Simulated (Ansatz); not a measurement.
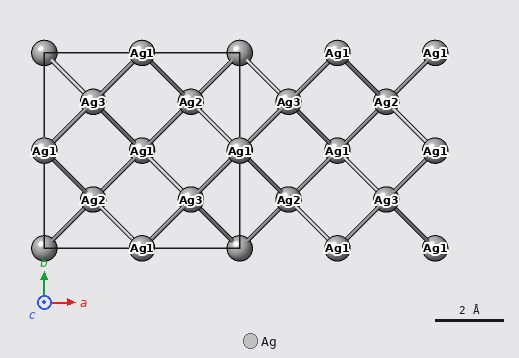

Solid Ag (a generated structure, set up in Fm-3m) (coarse preliminary run), before the relaxation. The picture is a ball-and-stick view of the conventional cell (4 times the calculation's cell), repeated 2 × 1 × 1 with one cell outlined, seen along the c axis. Lengths and directions refer to the drawn axes.

These are results of DFT PBE, scalar-relativistic, plane waves, PAW in Ansatz 0.2.0, not measurements.

Input
```yaml
crystal:
  lattice:
    - [0.0, 2.89936203, 2.89936203]
    - [2.89936203, 0.0, 2.89936203]
    - [2.89936203, 2.89936203, 0.0]
  atoms:
    - { symbol: Ag, position: [0.5, 0.5, 0.5] }
    - { symbol: Ag, position: [0.75, 0.75, 0.75] }
    - { symbol: Ag, position: [0.25, 0.25, 0.25] }
basis:
  ecutwfc: 420
kpoints:
  mp_grid: { grid: [6, 6, 6] }
hamiltonian:
  xc: pbe
scf:
  occupations: { method: gaussian, width: 0.1 }
  lower_state_search: "off"
output:
  forces: true
  stress: true
  eigenvalues: true
relax:
  adjacent_minimum: "off"
  f_tol: 0.04
  max_steps: 70
  cell: { stress_tol: 0.4 }
```

Launched with:
```bash
ansatz run input.yaml --threads 1 --pin off --max-ram 2048MiB --backend cpu --events-out ev --progress --plain --runs-dir out
```

Predict the outcome.

Over 5 accepted moves (7 points after the start) the energy falls by 507 meV per atom. All forces vanish by symmetry, so only the cell relaxes. The pressure goes from 40.64 to 0.08 GPa. The SCF was repeated twice at an unchanged geometry on a basis and grid sized afresh for the cell, which shifted the energy by 4.4 meV per atom at most. No atom moves by more than 0.005 Å relative to the cell. Cell: a = b = c 5.799 → 6.384 Å (+10.1 %). Volume +33.5 %. Among the contacts that change: Ag2–Ag3 2.899 → 3.192 Å, Ag1–Ag2 2.511 → 2.764 Å. The space group stays Fm-3m (No. 225).

Final geometry:

```
Ag
1.0
     0.00000    3.19209    3.19209
     3.19209    0.00000    3.19209
     3.19209    3.19209    0.00000
Ag
3
Cartesian
  3.1921 3.1921 3.1921
  4.7881 4.7881 4.7881
  1.5960 1.5960 1.5960
```

After the run, drawn alike:

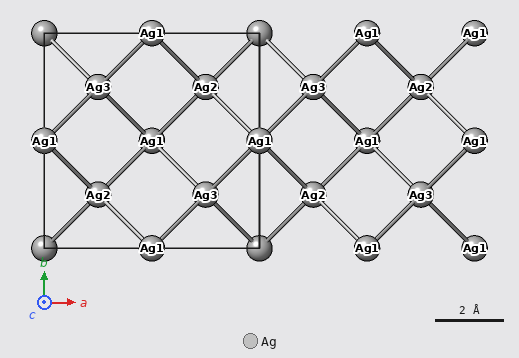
